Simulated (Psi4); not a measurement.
# U-wB97X/def2-TZVP run of SiNH4 (SMILES [NH][SiH3])

Aim: the vertical doublet–quartet gap of SiNH4 at U-wB97X/def2-TZVP, from 2 runs. 

The results are computed with Psi4 1.11.

1 further run of the same task is left out (set aside as unsound or not needed).

### Step 1. The structure to begin with

SiNH4 has 6 atoms, charge 0, and is taken as a doublet. SMILES: `[NH][SiH3]`. The coordinates come from a PBE0-D4/def2-TZVP relaxation.

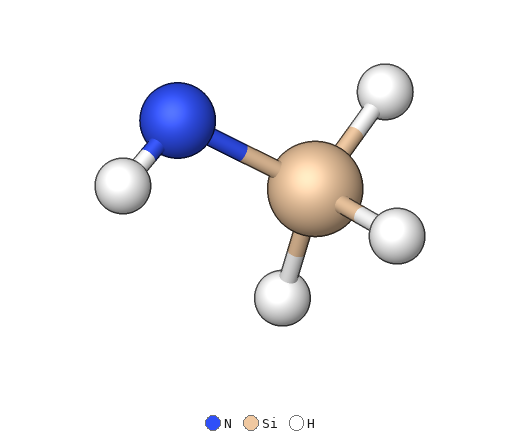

Viewed from a chosen angle; nitrogen blue, silicon light orange, hydrogen white.

### Step 2. Energy and gradient at U-wB97X/def2-TZVP

Input file job.json:

```json
{
 "schema_name": "qcschema_input",
 "schema_version": 1,
 "molecule": {
  "schema_name": "qcschema_molecule",
  "schema_version": 2,
  "symbols": ["N", "Si", "H", "H", "H", "H"],
  "geometry": [1.11890684, -1.57829926, 1.71870591, -0.38493721, 0.6568688, -0.20786987, 1.74383927, -3.10047365, 0.70430093, -2.47667506, -0.53346968, -1.67335248, 1.49193878, 1.72305228, -2.01992825, -1.41370411, 2.71137904, 1.39121637],
  "molecular_charge": 0,
  "molecular_multiplicity": 2,
  "fix_symmetry": "c1",
  "fix_com": true,
  "fix_orientation": true
 },
 "driver": "gradient",
 "model": {
  "method": "wb97x",
  "basis": "def2-TZVP"
 },
 "keywords": {
  "reference": "uks",
  "puream": true,
  "e_convergence": 1e-09,
  "d_convergence": 1e-08,
  "scf_type": "pk",
  "dft_radial_points": 99,
  "dft_spherical_points": 590,
  "maxiter": 100,
  "scf_properties": ["DIPOLE", "MAYER_INDICES", "QUADRUPOLE"]
 }
}
```

Command:

```bash
$ psi4 --qcschema job.json -n 1 --memory 2200MB
```

stdout, cut to the lines that bear on the results:

```text
[...]
  Running in c1 symmetry.
[...]
  Nuclear repulsion =   56.674425183042295
[...]
  Multiplicity = 2
[...]
  Nalpha       = 13
  Nbeta        = 12
[...]
    Number of basis functions: 92
[...]
   @UKS iter   1:  -346.40052736834986   -5.54079e-01   6.71813e-03 ADIIS/DIIS
[...]
   @UKS iter  15:  -346.59553313911357   -1.63709e-11   6.67345e-09 DIIS
[...]
   @S^2 Observed:                7.544836610E-01
[...]
    Orbital Energies [Eh]
    ---------------------
    Alpha Occupied:
       1A    -66.123211     2A    -14.416709     3A     -5.385134
       4A     -3.740934     5A     -3.740269     6A     -3.739696
       7A     -0.974118     8A     -0.664126     9A     -0.545716
      10A     -0.490587    11A     -0.464614    12A     -0.410145
      13A     -0.407587
    Alpha Virtual:
      14A      0.081969    15A      0.131969    16A      0.138661
      17A      0.149059    18A      0.166826    19A      0.242945
      20A      0.249009    21A      0.305570    22A      0.316464
      23A      0.323130    24A      0.346152    25A      0.381324
[...]
  @UKS Final Energy:  -346.59553313911357
   => Energetics <=
    Nuclear Repulsion Energy =             56.6744251830422954
    One-Electron Energy =                -590.4223758609452943
    Two-Electron Energy =                 208.6219989816981979
    DFT Exchange-Correlation Energy =     -21.4695814429088294
    Empirical Dispersion Energy =           0.0000000000000000
    VV10 Nonlocal Energy =                  0.0000000000000000
    Total Energy =                       -346.5955331391135701
[...]
 Multipole Moments:
 ------------------------------------------------------------------------------------
     Multipole            Electronic (a.u.)      Nuclear  (a.u.)        Total (a.u.)
 ------------------------------------------------------------------------------------
 L = 1.  Multiply by 2.5417464519 to convert [e a0] to [Debye]
 Dipole X            :         -1.8022011            1.7886258           -0.0135753
 Dipole Y            :          0.8841234           -1.0514436           -0.1673203
 Dipole Z            :         -8.0710414            7.5229998           -0.5480416
 Magnitude           :                                                    0.5731753
 L = 2.  Multiply by 1.3450342976 to convert [e a0^2] to [Debye ang]
 Quadrupole XX       :        -40.1271503           24.2374762          -15.8896741
 Quadrupole XY       :         20.6629955          -21.2496301           -0.5866346
[...]
  -Total Gradient:
     Atom            X                  Y                   Z
    ------   -----------------  -----------------  -----------------
       1       -0.000156826168     0.001138751037     0.002075012126
       2        0.000890743414    -0.001829192419     0.000886646974
       3        0.000162241982    -0.000841431059    -0.001384890546
       4       -0.001298806169    -0.000448265242    -0.001143107621
       5        0.000950074888     0.000817837396    -0.001298507540
       6       -0.000507561609     0.001098203457     0.000868022955
[...]
```

The result, in JSON:

```text
{
 "driver": "gradient",
 "model": {
  "method": "wb97x",
  "basis": "def2-TZVP"
 },
 "success": true,
 "return_result": [-0.00015682616823521362, 0.0011387510369419152, 0.0020750121257624154, 0.0008907434138369884, -0.001829192419070376, 0.0008866469736266772, 0.00016224198210877672, -0.0008414310585713736, -0.0013848905456231575, -0.0012988061689613584, -0.0004482652416931687, -0.0011431076208024207, 0.0009500748880490392, 0.0008178373960531921, -0.0012985075396705764, -0.0005075616087009752, 0.0010982034571096477, 0.0008680229546544141],
 "properties": {
  "calcinfo_nbasis": 92,
  "calcinfo_nmo": 92,
  "calcinfo_nalpha": 13,
  "calcinfo_nbeta": 12,
  "calcinfo_natom": 6,
  "nuclear_repulsion_energy": 56.674425183042295,
  "return_energy": -346.59553313911357,
  "return_gradient": [-0.00015682616823521362, 0.0011387510369419152, 0.0020750121257624154, 0.0008907434138369884, -0.001829192419070376, 0.0008866469736266772, 0.00016224198210877672, -0.0008414310585713736, -0.0013848905456231575, -0.0012988061689613584, -0.0004482652416931687, -0.0011431076208024207, 0.0009500748880490392, 0.0008178373960531921, -0.0012985075396705764, -0.0005075616087009752, 0.0010982034571096477, 0.0008680229546544141],
  "scf_one_electron_energy": -590.4223758609453,
  "scf_two_electron_energy": 208.6219989816982,
  "scf_xc_energy": -21.46958144290883,
  "scf_dipole_moment": [-0.013575253728830283, -0.16732026886455587, -0.5480416234095724],
  "scf_total_energy": -346.59553313911357,
  "scf_total_gradient": [-0.00015682616823521362, 0.0011387510369419152, 0.0020750121257624154, 0.0008907434138369884, -0.001829192419070376, 0.0008866469736266772, 0.00016224198210877672, -0.0008414310585713736, -0.0013848905456231575, -0.0012988061689613584, -0.0004482652416931687, -0.0011431076208024207, 0.0009500748880490392, 0.0008178373960531921, -0.0012985075396705764, -0.0005075616087009752, 0.0010982034571096477, 0.0008680229546544141],
  "scf_iterations": 15
 }
}
```

It took 25 s on 1 thread of AMD EPYC 9R45 (Zen 5), shared host; peak memory 1.2 GiB.

### Step 3. The quartet, same level

Input file job.inp:

```
memory 2200 MB

molecule {
  0 4
  N      0.592100    -0.835200     0.909500
  Si    -0.203700     0.347600    -0.110000
  H      0.922800    -1.640700     0.372700
  H     -1.310600    -0.282300    -0.885500
  H      0.789500     0.911800    -1.068900
  H     -0.748100     1.434800     0.736200
  symmetry c1
  no_reorient
  no_com
}

set basis def2-TZVP
set reference uks
set puream true
set e_convergence 1e-09
set d_convergence 1e-08
set scf_type pk
set dft_radial_points 99
set dft_spherical_points 590
set maxiter 100

E, wfn = gradient('wb97x', return_wfn=True)
oeprop(wfn, 'QUADRUPOLE', 'MAYER_INDICES', 'LOWDIN_CHARGES')
```

Command:

```bash
$ psi4 -n 1 job.inp job.out
```

job.out, cut to the lines that bear on the results:

```text
[...]
  Running in c1 symmetry.
[...]
  Nuclear repulsion =   56.674425113493072
[...]
  Multiplicity = 4
[...]
  Nalpha       = 14
  Nbeta        = 11
[...]
    Number of basis functions: 92
[...]
   @UKS iter   1:  -346.20013613336130   -3.53687e-01   5.44063e-03 ADIIS/DIIS
[...]
   @UKS iter  20:  -346.34250133700584   -2.04636e-11   8.92046e-09 DIIS
[...]
   @S^2 Observed:                3.763005081E+00
[...]
  @UKS Final Energy:  -346.34250133700584
   => Energetics <=
    Nuclear Repulsion Energy =             56.6744251134930721
    One-Electron Energy =                -589.1060314861408642
    Two-Electron Energy =                 207.4893521505135539
    DFT Exchange-Correlation Energy =     -21.4002471148715259
    Empirical Dispersion Energy =           0.0000000000000000
    VV10 Nonlocal Energy =                  0.0000000000000000
    Total Energy =                       -346.3425013370057854
[...]
  -Total Gradient:
     Atom            X                  Y                   Z
    ------   -----------------  -----------------  -----------------
       1       -0.007533676991     0.008422858226    -0.019040647311
       2        0.042279834697    -0.069525442191     0.033404294733
       3       -0.021977688674     0.041056632263     0.000520575155
       4       -0.003495958329     0.008657445017    -0.006004815753
       5       -0.006405549234     0.007088492508    -0.005740429585
       6       -0.002879640289     0.004305226078    -0.003220796278
[...]
 Multipole Moments:
 ------------------------------------------------------------------------------------
     Multipole            Electronic (a.u.)      Nuclear  (a.u.)        Total (a.u.)
 ------------------------------------------------------------------------------------
 L = 1.  Multiply by 2.5417464519 to convert [e a0] to [Debye]
 Dipole X            :         -1.4804689            1.7886258            0.3081568
 Dipole Y            :          0.6283409           -1.0514436           -0.4231027
 Dipole Z            :         -7.0275996            7.5229997            0.4954001
 Magnitude           :                                                    0.7206926
 L = 2.  Multiply by 1.3450342976 to convert [e a0^2] to [Debye ang]
 Quadrupole XX       :        -41.7899403           24.2374762          -17.5524641
 Quadrupole XY       :         21.7903108          -21.2496301            0.5406807
[...]
```

It took 31 s on 1 thread of AMD EPYC 9R45 (Zen 5), shared host; peak memory 1.2 GiB.

### Step 4. What came out

At U-wB97X/def2-TZVP:

| quantity | value |
| --- | --- |
| doublet: total energy | -346.59553 Eh |
| doublet: dipole moment | 1.46 D |
| doublet: HOMO energy (highest over α and β) | -10.51 eV |
| doublet: LUMO energy (lowest over α and β) | -1.22 eV |
| doublet: ⟨S²⟩ | 0.754 |
| doublet: largest force on an atom | 0.122 eV/Å |
| quartet: total energy | -346.34250 Eh |
| quartet: dipole moment | 1.83 D |
| quartet: HOMO energy (highest over α and β) | -3.73 eV |
| quartet: ⟨S²⟩ | 3.763 |
| quartet: largest force on an atom | 4.523 eV/Å |
| vertical energy of the quartet above the doublet | 6.885 eV |

At this shape the quartet lies 6.89 eV (664 kJ/mol) above the doublet.
